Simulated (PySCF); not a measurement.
Molecule: Mg(Cl)(SeH), HClMgSe, SMILES [Cl][Mg][SeH]. Atoms near the plane z = 1.2 Å, at the CAM-B3LYP/def2-SVP optimised geometry (x, y, z in Å): Mg1 (-0.1, 0.0, 0.0), Cl2 (-2.3, 0.0, 0.0), Se3 (2.3, 0.0, 0.0), H4 (2.3, -0.6, 1.4).

Method: CAM-B3LYP/def2-TZVP (PySCF). The values are rescaled to run from 0 to 1.

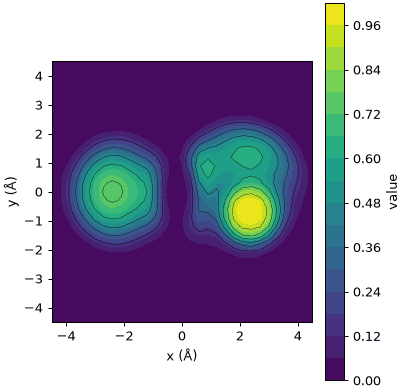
Fig. 1. a field on the plane z = 1.2 Å.

Question: Which quantity is mapped?
A) electrostatic potential
B) deformation density (molecule minus spherical neutral atoms)
C) electron localisation function
D) log10 of the electron density

Answer: C, electron localisation function
